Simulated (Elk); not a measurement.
Band structure of Tl (P6_3/mmc, 2 atoms in the cell).

```yaml
crystal:
  lattice:
    - [3.56099, 0.00000, 0.00000]
    - [-1.78050, 3.08391, 0.00000]
    - [0.00000, 0.00000, 5.74933]
  atoms:
    - { symbol: Tl, position: [0.33333, 0.66667, 0.25000] }
    - { symbol: Tl, position: [0.66667, 0.33333, 0.75000] }
```

Level of theory: PBE, all-electron FP-LAPW, Elk's shipped species files, default APW+lo basis (Elk).

Settings: xctype = 20; stype = 0; swidth = 0.00999582 Ha; ngridk = 7 7 4; maxscl = 100.

The starting cell comes from a database of computed structures (which also holds hypothetical and non-ambient phases and stackings), without a prior relaxation at this level. Its lattice was rescaled by a random factor within 2.5 % of one. Spin-orbit coupling is off. Values depend on the basis (sphere radii, cutoffs, local orbitals), which need not be converged.

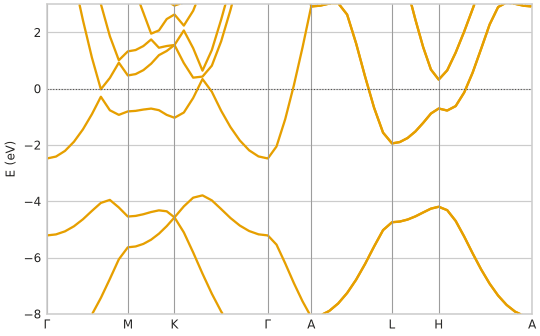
Figure: Bands along the path, energies from the Fermi level.

Levels in eV from the Fermi level, bands 16 to 23:
```
point      16     17     18     19     20    21    22    23
-----  ------  -----  -----  -----  -----  ----  ----  ----
Γ      -10.99  -9.38  -5.21  -2.48   7.47  7.47  9.32  9.32
M      -10.96  -5.64  -4.54  -0.81   0.47  1.32  3.58  3.77
K      -11.00  -4.57  -4.57  -1.04   1.55  1.55  2.63  2.95
A      -11.09  -8.11  -8.11   2.92   2.92  8.36  8.36  8.36
L      -10.96  -4.75  -4.75  -1.95  -1.95  5.25  5.25  5.59
H      -11.00  -4.20  -4.20  -0.71  -0.71  0.32  0.32  6.99
```

Bands cross the Fermi level along this path, so the cell is metallic at this level.
